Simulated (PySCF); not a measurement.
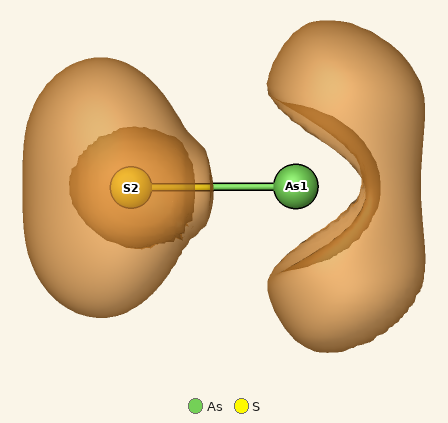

AsS (doublet). Isosurface of the electron localisation function at 0.75 (orange), seen from one side. Only the valence region is drawn (cores and ρ < 0.01 e/Å³ removed).

Level of theory: PySCF, PBE0/cc-pVTZ(-PP), non-relativistic Hamiltonian with scalar-relativistic core potentials where named, at a bond length of 2.016 Å.

### What do the ELF domains correspond to?

The ELF exceeds this value in one ring or bowl of non-bonding electrons around As and one ring or bowl of non-bonding electrons around S. Along the contacts the grid gives the following. As–S (2.02 Å): the ELF peaks at about 0.80 between the atoms, as expected for a covalent bond.
